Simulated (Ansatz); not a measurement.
**C$_{2}$H$_{8}$ClFSi$_{2}$: density, localisation and related maps**

Input file:

```
crystal:
  periodic: [false, false, false]
  atoms:
    - {symbol: C, position_ang: [-0.550138, -2.059694, -1.384310]}
    - {symbol: C, position_ang: [-0.565667, -2.553822, 0.075320]}
    - {symbol: Cl, position_ang: [1.423445, -4.437213, -2.249993]}
    - {symbol: F, position_ang: [-1.553538, -4.509049, -2.381606]}
    - {symbol: Si, position_ang: [-0.350666, -3.442953, -2.612377]}
    - {symbol: Si, position_ang: [-0.792706, -1.169506, 1.341623]}
    - {symbol: H, position_ang: [-0.378262, -3.027945, -4.035994]}
    - {symbol: H, position_ang: [-1.488926, -1.528959, -1.633914]}
    - {symbol: H, position_ang: [0.262208, -1.327845, -1.550651]}
    - {symbol: H, position_ang: [-1.372860, -3.294948, 0.216979]}
    - {symbol: H, position_ang: [0.374403, -3.087093, 0.304831]}
    - {symbol: H, position_ang: [-0.797561, -1.716153, 2.732242]}
    - {symbol: H, position_ang: [-2.085658, -0.459369, 1.094132]}
    - {symbol: H, position_ang: [0.318839, -0.177031, 1.212917]}
basis:
  gaussian: {orbitals: def2-SVPD}
hamiltonian: {xc: pbe0}
output: {forces: true, orbitals: {seedname: orbitals}}
```

Launched as:

```sh
ansatz run input.yaml --threads 4 --pin off --max-ram 7830MiB --events-out events.jsonl --progress --plain --runs-dir runs
```

Geometry: r2SCAN-D4/def2-SVP.

Method: isolated molecule in a Gaussian basis; Kohn-Sham density functional theory, functional PBE0 in Ansatz 0.2.0.

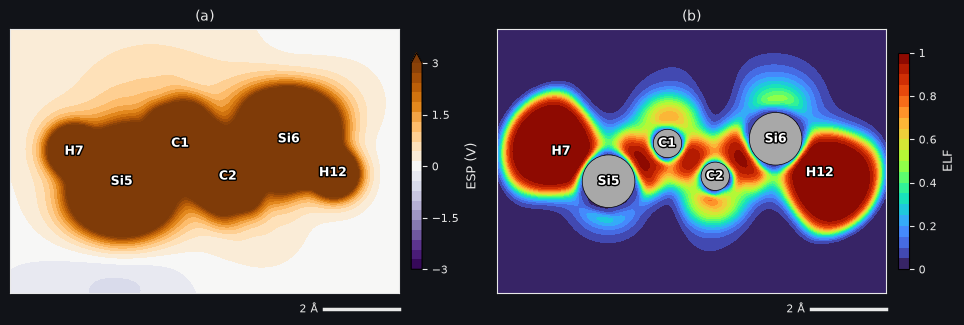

Figure 1. (a) molecular electrostatic potential; (b) electron localisation function on the plane of atoms C1, Si5 and H7. Grey discs cover the atomic cores in the ELF map.

> What does the map show?

The section cuts through C, Si and H sites. C–C (1.54 Å): the ELF peaks at about 0.95 between the atoms, as expected for a shared electron pair. C–Si (1.86 Å): the ELF peaks at about 0.95 between the atoms: a shared electron pair. Si–H (1.48 Å): the ELF climbs to about 1 towards the hydrogen, as it does in any bond to H. Outside the dense part of the molecule the potential is most negative (−0.5 V) near Cl3, which lies off the plane.

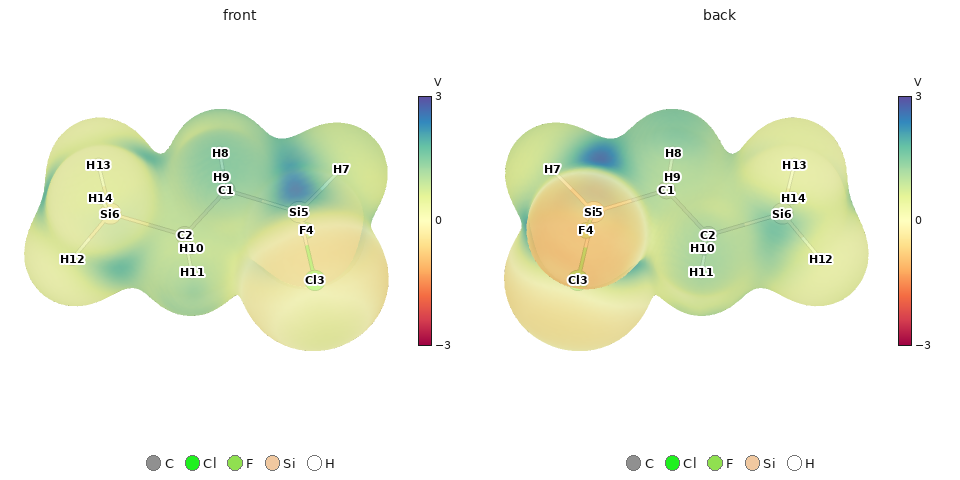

Figure 2. The molecular electrostatic potential painted on the density surface at 0.004 e/bohr³, seen from the front and from behind; the colour scale runs from red (negative) to blue (positive).

> Where is the surface potential most negative and most positive?

The most negative region (about −0.9 V) lies over F4, the most positive (about +2.4 V) over Si5. Cl3 shows a σ-hole: about +0.4 V at the tip opposite its bond, against about −0.3 V on its flanks.

> What dipole moment does the calculation give?

Its dipole moment is 1.71 D.

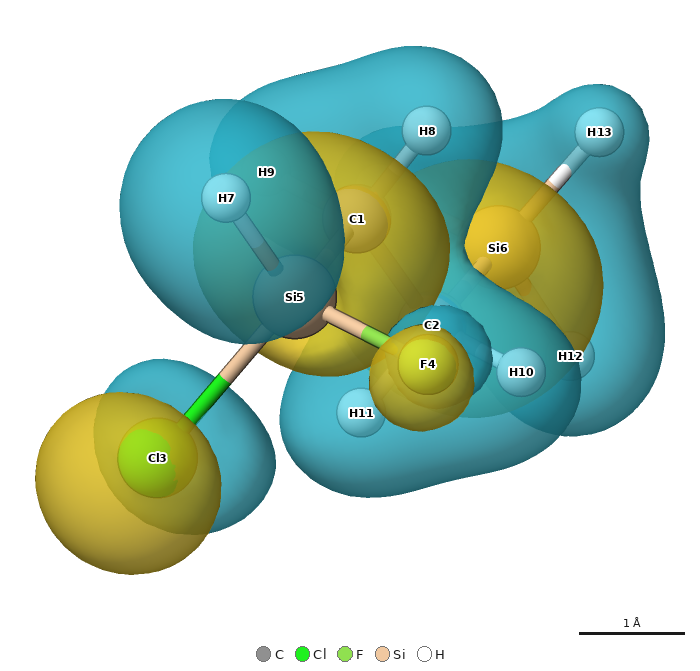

Figure 3. The HOMO at ±0.06 Å⁻³ᐟ² (yellow and cyan are the two phases), seen at an oblique angle.

> Describe this orbital and give its energy.

Its weight (Hirshfeld) is mainly on C2 (about 20 %), C1 (about 20 %), Si6 (about 15 %), Si5 (about 15 %) and Cl3 (about 5 %). Its energy is −8.40 eV.

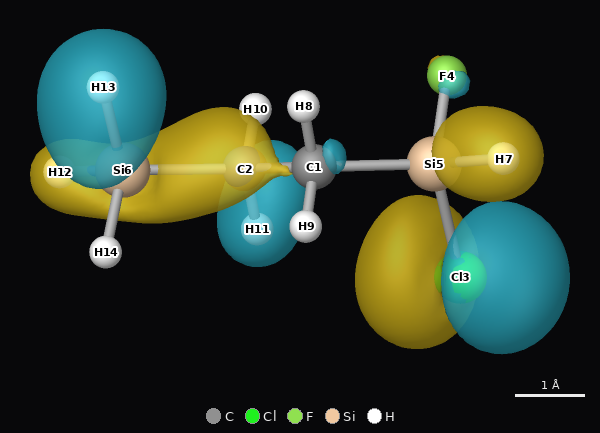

Figure 4. The HOMO−1 at ±0.1 Å⁻³ᐟ² (yellow and cyan are the two phases), seen from one side.

> Where does this orbital lie, and at what energy?

By Hirshfeld shares it lies mainly on Cl3 (about 45 %), Si6 (about 15 %), H13 (about 10 %) and C2 (about 10 %). Its energy is −9.39 eV.
